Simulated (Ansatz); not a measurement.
## Electronic structure of CHClI (charge −1) in real space

```xyz
4

Cl    0.8851   -1.1495    0.8805
C     0.3964   -0.0070   -0.4968
I    -1.8783    0.1991   -0.3904
H     0.5967    0.9574    0.0066
```

Geometry: PBE0-D4/def2-TZVPD; core potentials replace the inner electrons of I.

These are results of Ansatz 0.2.0, RKS PBE0-D4/def2-TZVPPD, not measurements.

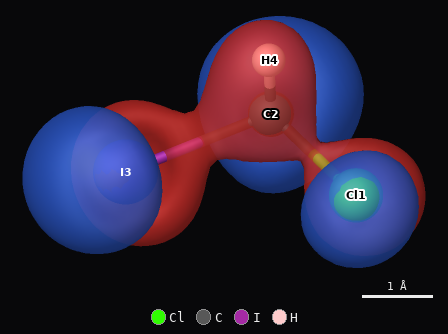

Figure 1. The HOMO at ±0.1 Å⁻³ᐟ² (red and blue are the two phases), seen across its widest extent.

**Describe this orbital and give its energy.**

By Hirshfeld shares it lies mainly on C2 (about 50 %), I3 (about 25 %) and Cl1 (about 15 %). Its energy is −0.78 eV.

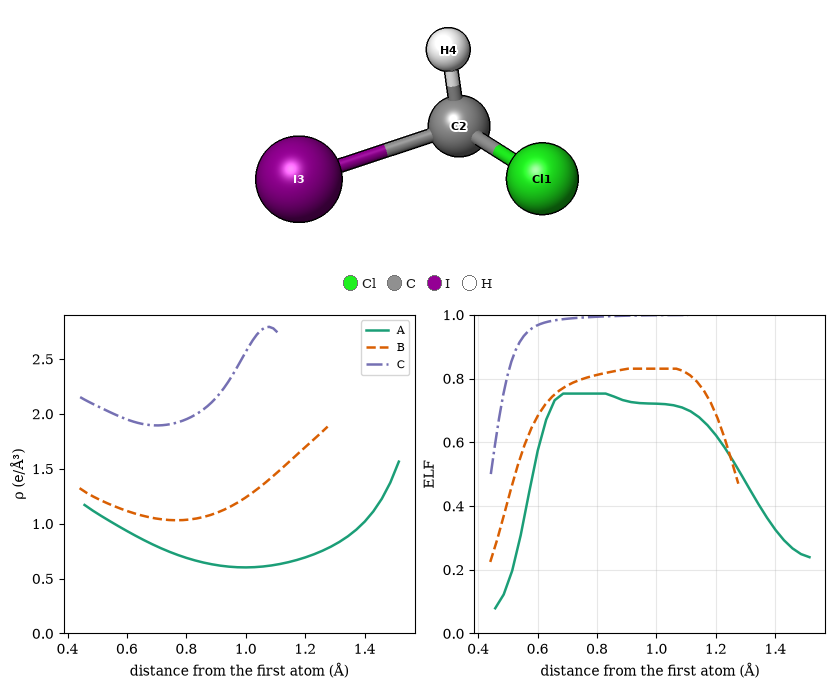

Figure 2. Electron density and ELF along straight lines between neighbouring atoms. The curves leave out the atomic cores. The structure is drawn too.

**Which curve belongs to which contact (C–Cl, C–H and C–I)? The first atom named is at distance zero.**

Curve A: C–I (2.29 Å): ρ at the midpoint is about 0.65 e/Å³; the ELF peaks at about 0.75 between the atoms (a shared electron pair). Curve B: C–Cl (1.86 Å): the density is about 1.1 e/Å³ at the midpoint; the ELF peaks at about 0.85 between the atoms; a covalent bond. Curve C: C–H (1.11 Å): ρ is about 2 e/Å³ halfway; the ELF climbs to about 1 towards the hydrogen, as it does in any bond to H; an ordinary covalent bond to hydrogen.

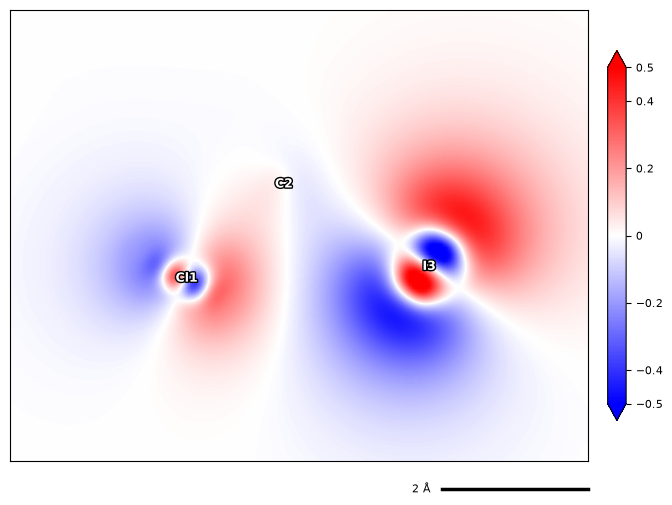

Figure 3. The HOMO−1 on the plane of atoms Cl1, C2 and I3 (values in Å⁻³ᐟ²; the overall sign is arbitrary).

**Where does this orbital lie, and at what energy?**

Its weight (Hirshfeld) is mainly on I3 (about 85 %) and Cl1 (about 10 %); largely a lone pair of I3. Its energy is −2.44 eV.
